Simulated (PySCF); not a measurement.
# C₅H₁₂OSi (SMILES CC/C=C/CO[SiH3]): what the fields show

Input file:

```
{"job": {"kind": "uv", "xc": "B3LYP", "basis": "def2-SVPD", "nstates": 8, "ntriplets": 3}, "charge": 0, "multiplicity": 1}
C     -3.106878     0.974364     0.160296
C     -2.450735    -0.268343    -0.442159
C     -1.125335    -0.533437     0.196521
C      0.032900    -0.549298    -0.440522
C      1.355911    -0.801634     0.213039
O      2.237366     0.242083    -0.097289
Si     3.773759     0.458299     0.354918
H     -3.235609     0.854121     1.233727
H     -4.083250     1.144722    -0.287235
H     -2.486654     1.850154    -0.015427
H     -2.325341    -0.136085    -1.517844
H     -3.105017    -1.129732    -0.278994
H     -1.155280    -0.715551     1.263822
H      0.086255    -0.353397    -1.502752
H      1.777233    -1.749839    -0.152522
H      1.238931    -0.881580     1.300833
H      4.037359     1.719348    -0.316155
H      4.625375    -0.644209    -0.106399
H      3.899208     0.529265     1.814948
```

Launched as:

```sh
OMP_NUM_THREADS=1 python probes_run.py task.json out
```

Geometry: GFN2-xTB.

The calculation used B3LYP/def2-SVPD, SCF density, gas phase (PySCF).

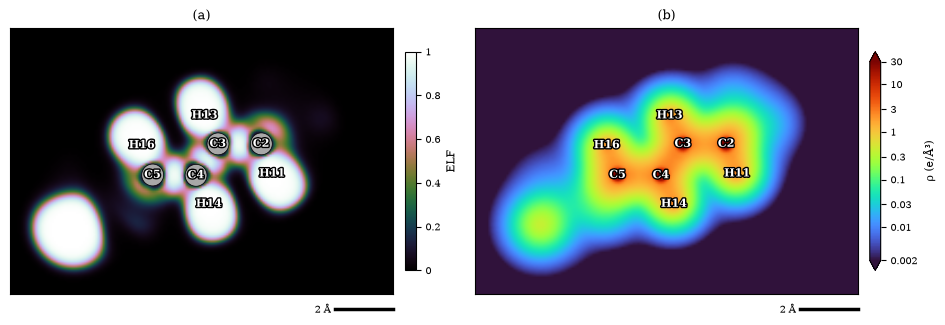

Figure 1. (a) electron localisation function; (b) electron density on the plane of atoms C2, C3 and H13. Grey discs cover the atomic cores in the ELF map.

> Read the bonding off the picture.

- The plane passes through C and H nuclei.
- C–C (1.32 Å): ρ at the midpoint is about 2.4 e/Å³; the ELF peaks at about 0.95 between the atoms; a short, multiple covalent bond.
- C–H (1.08 Å): ρ is about 2 e/Å³ halfway; the ELF climbs to about 1 towards the hydrogen, as it does in any bond to H; an ordinary covalent bond to hydrogen.
- C–C (1.49 Å): ρ at the midpoint is about 1.8 e/Å³; the ELF peaks at about 0.95 between the atoms, as expected for localised, covalent bonding.

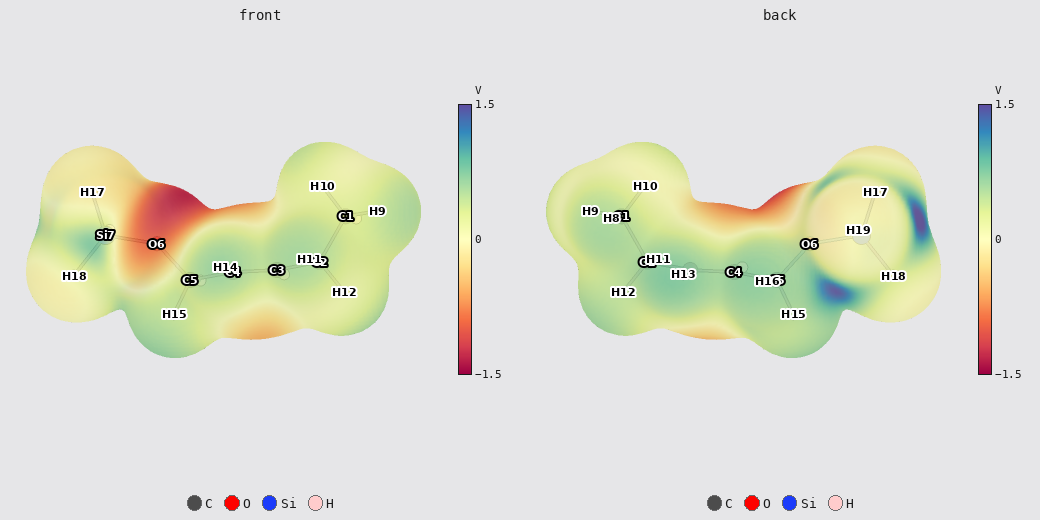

Figure 2. The electrostatic potential painted on the density surface at 0.002 e/bohr³, seen from the front and from behind; red is negative and blue positive.

> Describe the electrostatic potential map.

The most negative region (about −1.3 V) lies over O6, the most positive (about +1.4 V) over Si7. O6 is the likeliest acceptor of a hydrogen bond.
